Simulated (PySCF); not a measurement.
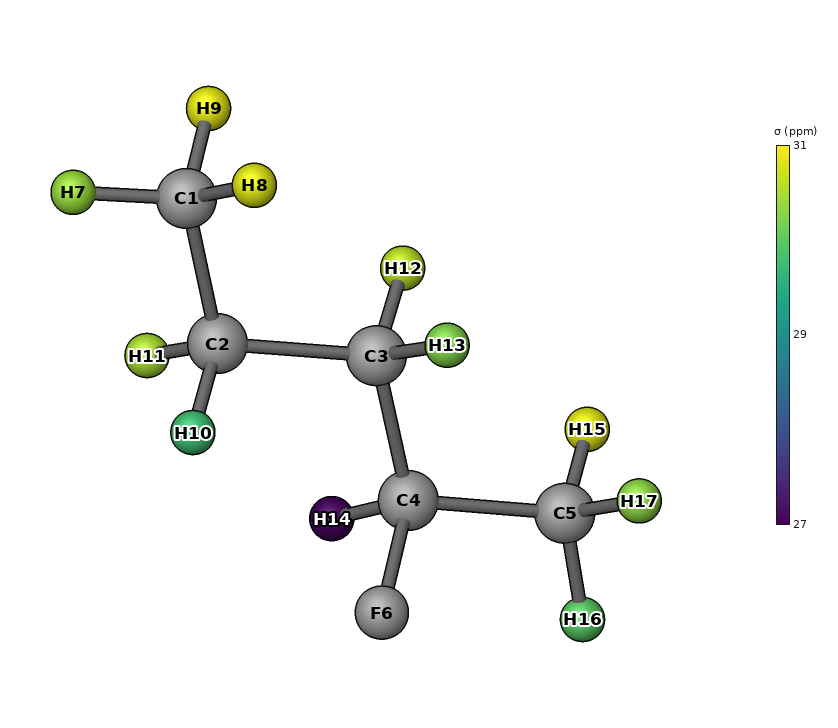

Atoms are coloured by their isotropic NMR shieldings (H only, the others grey). Computed geometry: GFN2-xTB optimisation. No frequency run is at hand to confirm it as a minimum. Properties computed with GIAO PBE0/pcSseg-1 NMR shielding, non-relativistic, gas phase (PySCF 2.14.0).

List the isotropic NMR shieldings of the H atoms.

```tsv
atom	σ (ppm)
H7	30.38
H8	30.78
H9	30.82
H10	29.77
H11	30.47
H12	30.59
H13	30.24
H14	27.07
H15	30.78
H16	29.97
H17	30.32
```
